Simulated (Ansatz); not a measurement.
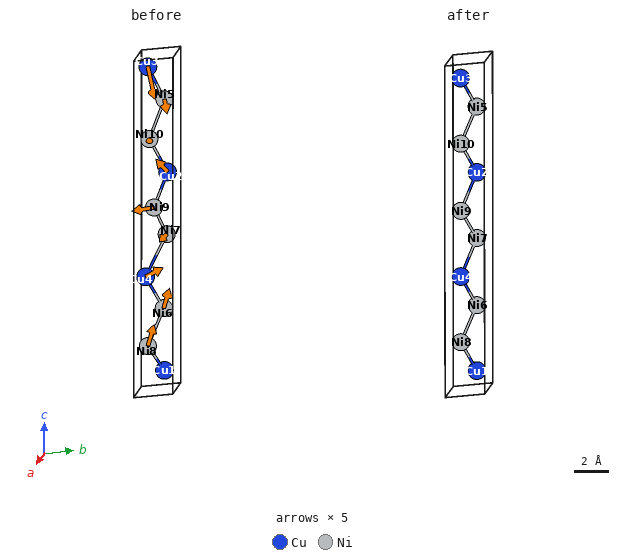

The structure of solid Cu$_{2}$Ni$_{3}$ (a generated structure, set up in P1) (coarse preliminary run) before (left) and after (right) a relaxation, at one scale. The orange arrows give the displacements (the part carried along by the change of the cell is left out), 5 times their true length.

A ball-and-stick model of the cell of the calculation, seen slightly off an axis.

Theory: DFT PBE, scalar-relativistic, plane waves, PAW (Ansatz 0.2.0). Settings: plane-wave cutoff 420 eV; k-point mesh 12 × 12 × 1; occupations gaussian; smearing width 0.2 eV; collinear spin; cell and atoms relaxed; force threshold 0.025 eV/Å; at most 60 steps.

### Summarise the run.

Cu3 moves most relative to the cell: 0.49 Å in a general direction near [3 1 −1]. By element the largest moves are Cu 0.49 Å, Ni 0.29 Å. Cell: a 2.509 → 2.508 Å (0.0 %), b 2.485 → 2.509 Å (+1.0 %), c 21.032 → 20.736 Å (−1.4 %), α 89.8° → 90.0°, β 90.1° → 90.0°, γ 119.0° → 120.0°. Volume −1.5 %. Near-neighbour distances that change, for instance: Cu1–Cu3 2.221 → 2.568 Å, Cu4–Ni7 2.881 → 2.553 Å, Cu3–Ni5 2.855 → 2.543 Å, Cu1–Cu3 (another image) 2.304 → 2.582 Å. The space group stays P1 (No. 1). After 3 accepted moves (4 points after the start) the energy has fallen by 1.036 eV per cell of the calculation. The largest force component goes from 2.7 to 0.015 eV/Å. Pressure: 2.12 GPa at the start and 0.11 GPa at the end. The SCF was repeated once at an unchanged geometry on a basis and grid sized afresh for the cell, which shifted the energy by 1.0 meV per cell of the calculation at most.
